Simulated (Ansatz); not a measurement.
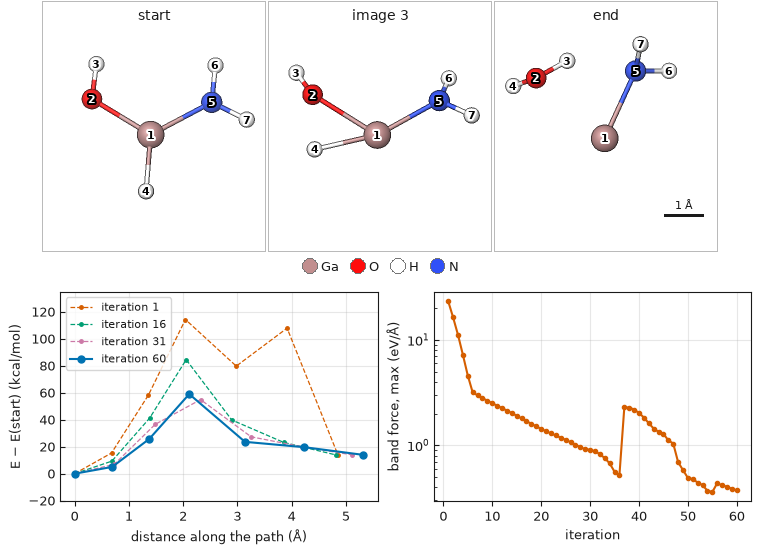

A nudged-elastic-band calculation for GaNH₄O. Images are numbered from 0 (start) to 6 (end). The plot follows the band through its iterations. The picture is a ball-and-stick view, seen from a free direction.

The calculation used Ansatz, RKS PBE0/def2-SVP. Settings: 5 movable images; climbing image; force threshold 0.05 eV/Å; iteration limit 60; optimiser L-BFGS; largest step 0.02 Å; starting path through a guess of the saddle point.

### Judge this run.

The result isn't final. The band hadn't converged when the run stopped after 60 iterations. The largest component of the band force went from 23 to 0.37 eV/Å. The barrier read from it is provisional, though the highest image hardly moved in the last two iterations. The step length is far from the usual. The first iteration put the highest image at 114.3 kcal/mol. Forward barrier 59.0 kcal/mol, backward barrier 45.1 kcal/mol, with image 3 at the top; the reaction energy is +14.0 kcal/mol.

Cost: 15 min on 1 thread of Arm Neoverse V1 (shared host), peak memory 0.16 GiB.
